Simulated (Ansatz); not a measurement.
# Geometry relaxation of AlN$_{2}$H$_{4}$Cl

AlN$_{2}$H$_{4}$Cl, SMILES [NH2][Al]([NH2])[Cl], computed with RKS PBE/def2-SVP (Ansatz 0.2.0).

It belongs to a series of runs on one base structure; here: end point B relaxed.

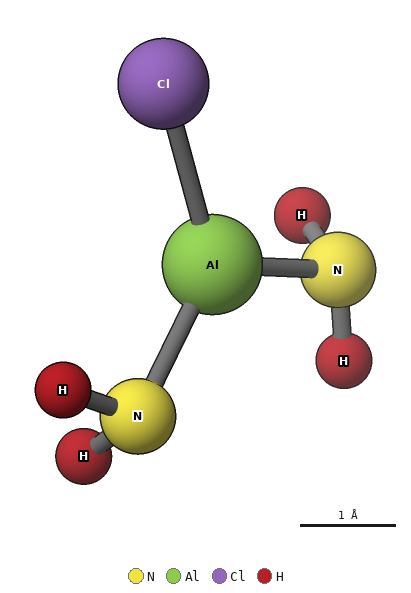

Fig. 1: The input geometry (ball-and-stick view, seen at a tilt). Sticks mark near contacts.

## Results in brief

| quantity | value |
| --- | --- |
| outcome | converged |
| total energy | −22147.7763 eV |
| mean-field energy | −22147.7763 eV |
| largest force (length of the vector) at the end | 0.002 eV/Å |
| hardware | 1 thread of Arm Neoverse V1, 24 GiB of memory available, shared host |
| wall time | 25 s |
| peak memory | 0.12 GiB |

## Input file
```yaml
crystal:
  periodic: [false, false, false]
  atoms:
    - { symbol: "N", position_ang: [-0.215, 1.6676, -0.1581] }
    - { symbol: Al, position_ang: [-0.201, -0.1952, -0.3012] }
    - { symbol: "N", position_ang: [0.7457, -1.203, 0.9794] }
    - { symbol: Cl, position_ang: [-1.1752, -1.2141, -1.951] }
    - { symbol: H, position_ang: [-0.8823, 2.0397, -0.9579] }
    - { symbol: H, position_ang: [-0.7449, 1.9527, 0.7281] }
    - { symbol: H, position_ang: [0.02015, -1.84576, 1.50045] }
    - { symbol: H, position_ang: [1.07346, -0.58066, 1.72618] }
basis:
  gaussian: { orbitals: def2-SVP }
hamiltonian:
  xc: pbe
relax:
  f_tol: 0.015
  max_steps: 40
```

Run as:
```bash
ansatz run input.yaml --threads 1 --pin off --max-ram 2048MiB --backend cpu --events-out ev --progress --plain --runs-dir out
```

## Output
```
The last accepted step is kept in [file] (removed where the run ends without a failure and the disk answers)
Engine: ansatz 0.2.0, aarch64-unknown-linux-gnu
Functional definition: PBE
  parameter kappa = 0.804
  parameter beta = 0.06672455060314922
  exchange = pbe_x(kappa = kappa, mu = beta*pi^2/3)
  correlation = pbe_c(beta = beta)
964 factors; their error is unknown
mean field evaluation 1: about -22131.3881 eV, gradient 8.6e1 eV
mean field evaluation 2: about -22039.1390 eV, gradient 1.8e2 eV
mean field evaluation 4: about -22146.4937 eV, gradient 1.5e1 eV
mean field evaluation 8: about -22147.1260 eV, gradient 1.1e-1 eV
mean field evaluation 16: about -22147.0675 eV, gradient 6.6e-4 eV
mean field -22147.06746600 eV, -813.8897175542 hartree, gradient 3.4e-5 eV, S^2 0.000000; 0 other end points of the search recorded, 0 dependent functions left out
the calculation of the forces begins
reference -22147.06750316 eV, -813.8897189195 hartree; 24, 24 occupied and 60, 60 virtual orbitals, 964 factors
relax step   1: F+E_penalty+E_count = -22147.06746600 eV  Δ(F+E_penalty+E_count) = +0.000e0 eV  max|allowed force component| = 2.543e0 eV/Å  Δτ_max = 0.0000 Å  (28 SCF iters, accepted)
these checks for a lower state are left out or cut short: starts, cluster_reference, orbital_swaps, neighbouring_geometries, increment
964 factors; their error is unknown
mean field -22147.39873146 eV, -813.9018913352 hartree, gradient 8.4e-6 eV, S^2 0.000000; 0 other end points of the search recorded, 0 dependent functions left out
the calculation of the forces begins
reference -22147.39876860 eV, -813.9018927001 hartree; 24, 24 occupied and 60, 60 virtual orbitals, 964 factors
relax step   2: F+E_penalty+E_count = -22147.39873146 eV  Δ(F+E_penalty+E_count) = -3.313e-1 eV  max|allowed force component| = 1.692e0 eV/Å  Δτ_max = 0.1917 Å  (34 SCF iters, accepted)
these checks for a lower state are left out or cut short: starts, cluster_reference, orbital_swaps, neighbouring_geometries, increment
964 factors; their error is unknown
mean field evaluation 32: about -22147.6754 eV, gradient 4.1e-5 eV
mean field -22147.67535131 eV, -813.9120569269 hartree, gradient 2.5e-5 eV, S^2 0.000000; 0 other end points of the search recorded, 0 dependent functions left out
the calculation of the forces begins
reference -22147.67538894 eV, -813.9120583101 hartree; 24, 24 occupied and 60, 60 virtual orbitals, 964 factors
relax step   3: F+E_penalty+E_count = -22147.67535131 eV  Δ(F+E_penalty+E_count) = -2.766e-1 eV  max|allowed force component| = 5.513e-1 eV/Å  Δτ_max = 0.2000 Å  (33 SCF iters, accepted)
these checks for a lower state are left out or cut short: starts, cluster_reference, orbital_swaps, neighbouring_geometries, increment
964 factors; their error is unknown
mean field -22147.75156842 eV, -813.9148578542 hartree, gradient 2.2e-5 eV, S^2 0.000000; 0 other end points of the search recorded, 0 dependent functions left out
the calculation of the forces begins
reference -22147.75160579 eV, -813.9148592276 hartree; 24, 24 occupied and 60, 60 virtual orbitals, 964 factors
relax step   4: F+E_penalty+E_count = -22147.75156842 eV  Δ(F+E_penalty+E_count) = -7.622e-2 eV  max|allowed force component| = 1.123e-1 eV/Å  Δτ_max = 0.2000 Å  (34 SCF iters, accepted)
these checks for a lower state are left out or cut short: starts, cluster_reference, orbital_swaps, neighbouring_geometries, increment
964 factors; their error is unknown
mean field -22147.76059195 eV, -813.9151894629 hartree, gradient 2.4e-5 eV, S^2 0.000000; 0 other end points of the search recorded, 0 dependent functions left out
the calculation of the forces begins
reference -22147.76062919 eV, -813.9151908312 hartree; 24, 24 occupied and 60, 60 virtual orbitals, 964 factors
relax step   5: F+E_penalty+E_count = -22147.76059195 eV  Δ(F+E_penalty+E_count) = -9.024e-3 eV  max|allowed force component| = 1.103e-1 eV/Å  Δτ_max = 0.0526 Å  (28 SCF iters, accepted)
these checks for a lower state are left out or cut short: starts, cluster_reference, orbital_swaps, neighbouring_geometries, increment
964 factors; their error is unknown
mean field -22147.77452631 eV, -813.9157015413 hartree, gradient 1.6e-5 eV, S^2 0.000000; 0 other end points of the search recorded, 0 dependent functions left out
the calculation of the forces begins
reference -22147.77456316 eV, -813.9157028953 hartree; 24, 24 occupied and 60, 60 virtual orbitals, 964 factors
relax step   6: F+E_penalty+E_count = -22147.77452631 eV  Δ(F+E_penalty+E_count) = -1.393e-2 eV  max|allowed force component| = 8.240e-2 eV/Å  Δτ_max = 0.1307 Å  (27 SCF iters, accepted)
these checks for a lower state are left out or cut short: starts, cluster_reference, orbital_swaps, neighbouring_geometries, increment
964 factors; their error is unknown
mean field evaluation 64: about -22147.7760 eV, gradient 2.6e-5 eV
mean field -22147.77598615 eV, -813.9157551892 hartree, gradient 2.6e-5 eV, S^2 0.000000; 0 other end points of the search recorded, 0 dependent functions left out
the calculation of the forces begins
reference -22147.77602287 eV, -813.9157565387 hartree; 24, 24 occupied and 60, 60 virtual orbitals, 964 factors
relax step   7: F+E_penalty+E_count = -22147.77598615 eV  Δ(F+E_penalty+E_count) = -1.460e-3 eV  max|allowed force component| = 5.161e-2 eV/Å  Δτ_max = 0.0744 Å  (26 SCF iters, accepted)
these checks for a lower state are left out or cut short: starts, cluster_reference, orbital_swaps, neighbouring_geometries, increment
964 factors; their error is unknown
mean field -22147.77611035 eV, -813.9157597534 hartree, gradient 2.1e-5 eV, S^2 0.000000; 0 other end points of the search recorded, 0 dependent functions left out
the calculation of the forces begins
reference -22147.77614706 eV, -813.9157611028 hartree; 24, 24 occupied and 60, 60 virtual orbitals, 964 factors
relax step   8: F+E_penalty+E_count = -22147.77611035 eV  Δ(F+E_penalty+E_count) = -1.242e-4 eV  max|allowed force component| = 2.238e-2 eV/Å  Δτ_max = 0.0183 Å  (28 SCF iters, accepted)
these checks for a lower state are left out or cut short: starts, cluster_reference, orbital_swaps, neighbouring_geometries, increment
964 factors; their error is unknown
mean field -22147.77622302 eV, -813.9157638939 hartree, gradient 2.4e-5 eV, S^2 0.000000; 0 other end points of the search recorded, 0 dependent functions left out
the calculation of the forces begins
reference -22147.77625973 eV, -813.9157652430 hartree; 24, 24 occupied and 60, 60 virtual orbitals, 964 factors
relax step   9: F+E_penalty+E_count = -22147.77622302 eV  Δ(F+E_penalty+E_count) = -1.127e-4 eV  max|allowed force component| = 1.176e-3 eV/Å  Δτ_max = 0.0080 Å  (28 SCF iters, accepted)
964 factors; their error is unknown
mean field evaluation 96: about -22147.7762 eV, gradient 1.8e-4 eV
```

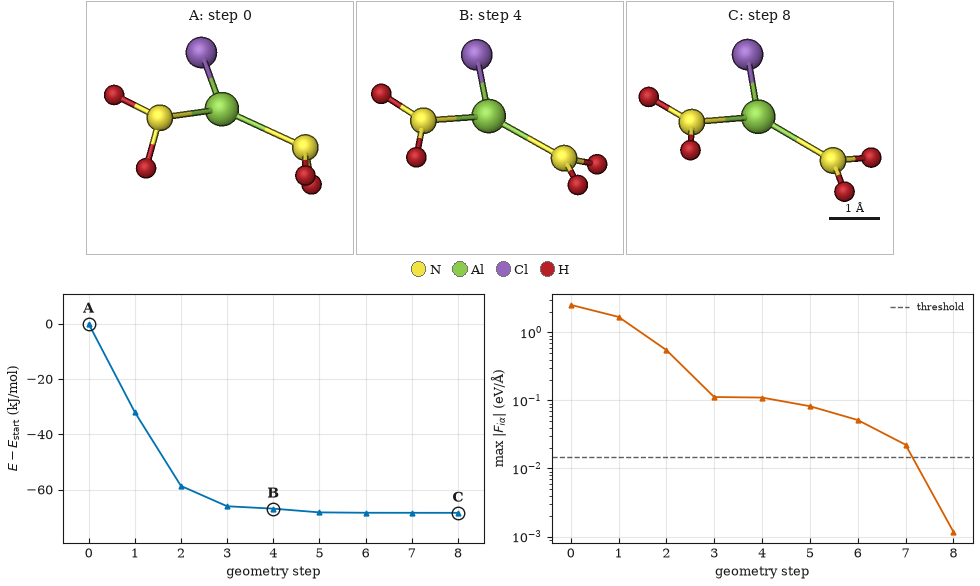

Fig. 2: Frames of the relaxation (ball-and-stick view, seen at a tilt) above the curves, on which the letters mark them (the first geometry is step 0 here and step 1 in the log).

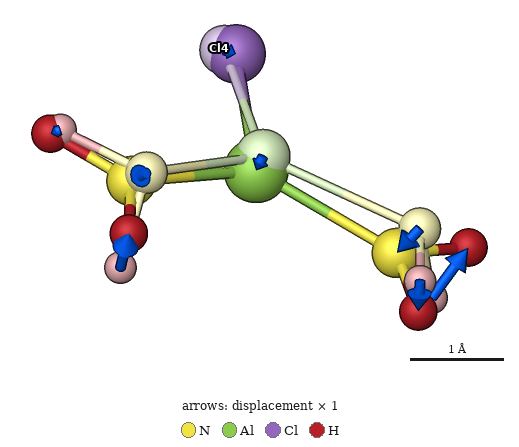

Fig. 3: Start (faint) and end (solid) with the displacements as blue arrows, at true length (ball-and-stick view, seen at a tilt). The two geometries are laid on each other by the best rigid fit. The largest move after the best rigid fit is that of H7, 0.68 Å. Largest moves by element: H 0.68 Å, N 0.37 Å, Al 0.18 Å, Cl 0.14 Å. Distances before and after: Al2–N3 1.885 → 1.777 Å, N1–Al2 1.868 → 1.777 Å, N1–H5 1.106 → 1.021 Å, N3–H7 1.100 → 1.021 Å. Among the angles that change: Al2–N1–H5 106.5° → 123.7°, Al2–N1–H6 109.4° → 126.2°, Al2–N3–H7 107.6° → 123.7°. After 8 geometry steps the energy has fallen by 68.4 kJ/mol. The largest force component goes from 2.5 to 0.0012 eV/Å. (Atoms are counted from 1 in the order of the input.)

```
mean field -22147.77622302 eV, -813.9157638939 hartree, gradient 2.4e-5 eV, S^2 0.000000; 1 other end points of the search recorded, 0 dependent functions left out
the calculation of the forces begins
reference -22147.77625973 eV, -813.9157652430 hartree; 24, 24 occupied and 60, 60 virtual orbitals, 964 factors
Total energy: -22147.77625973 eV, -813.9157652430 hartree
Atom 0 at    -0.535795     1.588078    -0.195685 Å, force     0.000015     0.000755    -0.000203 eV/Å
Atom 1 at    -0.346773    -0.178773    -0.194891 Å, force     0.000073     0.000425     0.000693 eV/Å
Atom 2 at     0.431019    -1.080151     1.124233 Å, force     0.000022    -0.000604    -0.000035 eV/Å
Atom 3 at    -1.089106    -1.269646    -1.856619 Å, force    -0.000697    -0.000932    -0.001041 eV/Å
Atom 4 at    -0.980486     2.109597    -0.953039 Å, force     0.000007    -0.000565    -0.000105 eV/Å
Atom 5 at    -0.227862     2.227706     0.538452 Å, force     0.000338     0.000596     0.000296 eV/Å
Atom 6 at     0.538107    -2.095934     1.129651 Å, force     0.000444     0.000156    -0.000781 eV/Å
Atom 7 at     0.831808    -0.679596     1.973828 Å, force    -0.000202     0.000170     0.001176 eV/Å
Dipole moment:     0.193663     0.284655     0.433679 e Å
```

## Trajectory as extended XYZ (Å, eV, eV/Å), 9 frames, from step=1 to step=9
```
8
Properties=species:S:1:pos:R:3:forces:R:3 step=1 energy=-22147.06747
N    -0.2150    1.6676   -0.1581   -2.4925   0.0454  -0.8923
Al   -0.2010   -0.1952   -0.3012    0.3784  -0.0315   0.6053
N     0.7457   -1.2030    0.9794   -2.5434  -0.6441   0.1846
Cl   -1.1752   -1.2141   -1.9510    0.3844   0.3461   0.5285
H    -0.8823    2.0397   -0.9579    1.5369  -0.5894   1.6474
H    -0.7449    1.9527    0.7281    0.8592  -0.3116  -1.0693
H     0.0202   -1.8458    1.5005    1.6219   1.0448  -1.1529
H     1.0735   -0.5807    1.7262    0.2551   0.1403   0.1488
8
Properties=species:S:1:pos:R:3:forces:R:3 step=2 energy=-22147.39873
N    -0.2564    1.6604   -0.2171   -1.3348  -0.2182   0.1035
Al   -0.2526   -0.1848   -0.2413    0.4940   0.1802   0.2736
N     0.7127   -1.1704    0.9879   -1.6916  -0.4937   0.4315
Cl   -1.1534   -1.1977   -1.8874    0.0811   0.0444   0.1294
H    -0.8900    2.0543   -0.9628    0.7060  -0.2713   0.5893
H    -0.6680    2.0228    0.6814    0.5442  -0.1620  -0.6780
H     0.1311   -1.9727    1.4092    1.0852   1.1063  -0.7283
H     0.9975   -0.5907    1.7960    0.1159  -0.1857  -0.1210
8
Properties=species:S:1:pos:R:3:forces:R:3 step=3 energy=-22147.67535
N    -0.4338    1.6201   -0.1873   -0.2680   0.2112  -0.1383
Al   -0.2621   -0.1566   -0.1931   -0.0770   0.0730   0.0668
N     0.5865   -1.1252    1.0379   -0.0952  -0.1580   0.5513
Cl   -1.1120   -1.2019   -1.8328    0.0280  -0.0406  -0.0515
H    -0.8098    2.0634   -1.0393    0.1161  -0.0376   0.2882
H    -0.6704    2.2024    0.6279    0.2119  -0.1859  -0.2198
H     0.1998   -2.0384    1.3219    0.2460   0.1903  -0.1919
H     1.1228   -0.7426    1.8307   -0.1618  -0.0523  -0.3048
8
Properties=species:S:1:pos:R:3:forces:R:3 step=4 energy=-22147.75157
N    -0.4689    1.6082   -0.2136   -0.0795   0.0329   0.0929
Al   -0.3109   -0.1628   -0.1841   -0.0272  -0.0460  -0.0971
N     0.5018   -1.0928    1.0928   -0.0889  -0.0466   0.0679
Cl   -1.0924   -1.2389   -1.8412    0.0100  -0.0094   0.0051
H    -0.8922    2.0900   -1.0107    0.0321   0.0333   0.0520
H    -0.4716    2.2155    0.6108    0.0609  -0.0199  -0.1123
H     0.3467   -2.0968    1.2230    0.0994   0.0942  -0.0103
H     1.0083   -0.7010    1.8889   -0.0068  -0.0384   0.0018
8
Properties=species:S:1:pos:R:3:forces:R:3 step=5 energy=-22147.76059
N    -0.4781    1.5914   -0.2046   -0.1103   0.0783  -0.0596
Al   -0.3277   -0.1769   -0.2014    0.0016  -0.0076  -0.0405
N     0.4809   -1.0750    1.0964   -0.0439  -0.1034   0.0738
Cl   -1.0972   -1.2571   -1.8584    0.0058  -0.0086   0.0031
H    -0.8938    2.0998   -0.9885    0.0263   0.0257   0.0325
H    -0.4227    2.1968    0.6159    0.0548   0.0139  -0.0096
H     0.3820   -2.0855    1.2138    0.0714   0.0052   0.0036
H     0.9774   -0.6722    1.8927   -0.0056  -0.0035  -0.0033
8
Properties=species:S:1:pos:R:3:forces:R:3 step=6 energy=-22147.77453
N    -0.5309    1.5865   -0.1962   -0.0222   0.0824  -0.0129
Al   -0.3440   -0.1783   -0.1957   -0.0275  -0.0367  -0.0561
N     0.4343   -1.0781    1.1211    0.0310  -0.0603   0.0581
Cl   -1.0889   -1.2691   -1.8582    0.0068   0.0086   0.0140
H    -0.9334    2.1138   -0.9740    0.0105  -0.0170   0.0282
H    -0.3005    2.2168    0.5741    0.0087  -0.0068  -0.0180
H     0.4839   -2.0983    1.1605    0.0077   0.0360  -0.0084
H     0.9005   -0.6720    1.9343   -0.0149  -0.0062  -0.0048
8
Properties=species:S:1:pos:R:3:forces:R:3 step=7 energy=-22147.77599
N    -0.5342    1.5884   -0.1960   -0.0034  -0.0516  -0.0038
Al   -0.3524   -0.1806   -0.1944    0.0389   0.0347   0.0440
N     0.4332   -1.0797    1.1238   -0.0316   0.0186  -0.0420
Cl   -1.0938   -1.2704   -1.8554   -0.0083  -0.0112  -0.0148
H    -0.9655    2.1113   -0.9598   -0.0084   0.0097  -0.0021
H    -0.2414    2.2249    0.5466    0.0057   0.0087   0.0031
H     0.5389   -2.0953    1.1298    0.0018  -0.0100   0.0073
H     0.8361   -0.6774    1.9713    0.0053   0.0011   0.0083
8
Properties=species:S:1:pos:R:3:forces:R:3 step=8 energy=-22147.77611
N    -0.5368    1.5877   -0.1953    0.0082  -0.0100  -0.0009
Al   -0.3417   -0.1788   -0.1986   -0.0145   0.0060   0.0224
N     0.4302   -1.0801    1.1245    0.0032   0.0059  -0.0070
Cl   -1.0883   -1.2697   -1.8578    0.0018  -0.0036  -0.0075
H    -0.9817    2.1102   -0.9515   -0.0016   0.0017  -0.0080
H    -0.2297    2.2265    0.5399    0.0021   0.0020   0.0043
H     0.5316   -2.0964    1.1343    0.0029  -0.0027  -0.0037
H     0.8373   -0.6781    1.9704   -0.0020   0.0006   0.0005
8
Properties=species:S:1:pos:R:3:forces:R:3 step=9 energy=-22147.77622
N    -0.5358    1.5881   -0.1957    0.0000   0.0008  -0.0002
Al   -0.3468   -0.1788   -0.1949    0.0001   0.0004   0.0007
N     0.4310   -1.0802    1.1242    0.0000  -0.0006   0.0000
Cl   -1.0891   -1.2696   -1.8566   -0.0007  -0.0009  -0.0010
H    -0.9805    2.1096   -0.9530    0.0000  -0.0006  -0.0001
H    -0.2279    2.2277    0.5385    0.0003   0.0006   0.0003
H     0.5381   -2.0959    1.1297    0.0004   0.0002  -0.0008
H     0.8318   -0.6796    1.9738   -0.0002   0.0002   0.0012
```
